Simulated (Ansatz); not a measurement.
Input file:

```
crystal:
  periodic: [false, false, false]
  atoms:
    - { symbol: "N", position_ang: [0.1365, 1.3014, -0.2948] }
    - { symbol: C, position_ang: [0.395, -0.0073, 0.1417] }
    - { symbol: F, position_ang: [1.3976, -0.5185, -0.6338] }
    - { symbol: Te, position_ang: [-1.2498, -1.2691, -0.0415] }
    - { symbol: H, position_ang: [-0.2549, 1.2828, -1.3096] }
    - { symbol: H, position_ang: [-0.7014, 1.7231, 0.2751] }
    - { symbol: H, position_ang: [0.7443, 0.0247, 1.2099] }
    - { symbol: H, position_ang: [-0.3752, -2.5943, 0.597] }
basis:
  gaussian: { orbitals: def2-SVP }
hamiltonian:
  xc: pbe0
  dispersion: d4
relax:
  f_tol: 0.015
  max_steps: 40
output:
  orbitals: {}
```

Run with:

```sh
ansatz run input.yaml --threads 1 --pin off --max-ram 2048MiB --backend cpu --events-out ev --progress --plain --runs-dir out
```

The fields are those of the relaxed geometry.

Core potentials replace the inner electrons of Te.

All numbers below come from RKS PBE0-D4/def2-SVP (Ansatz).

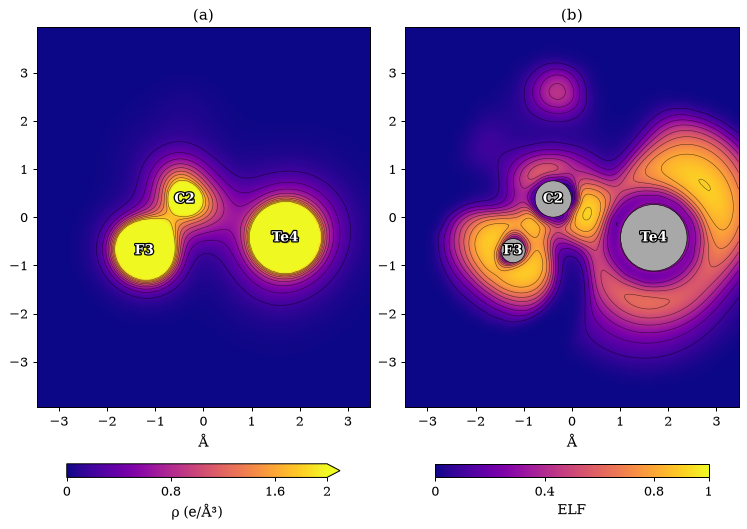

CH$_{4}$FNTe (SMILES NC(F)[TeH]). (a) electron density; (b) electron localisation function on the plane of atoms F3, C2 and Te4. Grey discs cover the atomic cores in the ELF map.

**Interpret the plot.**

- Atoms in the plane: C, F and Te.
- C–F (1.36 Å): the density is about 2.2 e/Å³ at the midpoint, with its minimum of 1.7 e/Å³ about 0.5 Å from C; the ELF peaks at about 0.85 between the atoms: a polar covalent bond.
- C–Te (2.24 Å): ρ at the midpoint is about 0.69 e/Å³; the ELF peaks at about 0.90 between the atoms (localised, covalent bonding).
- The ELF also peaks beside F3 and Te4, away from the bonds: lone-pair regions.
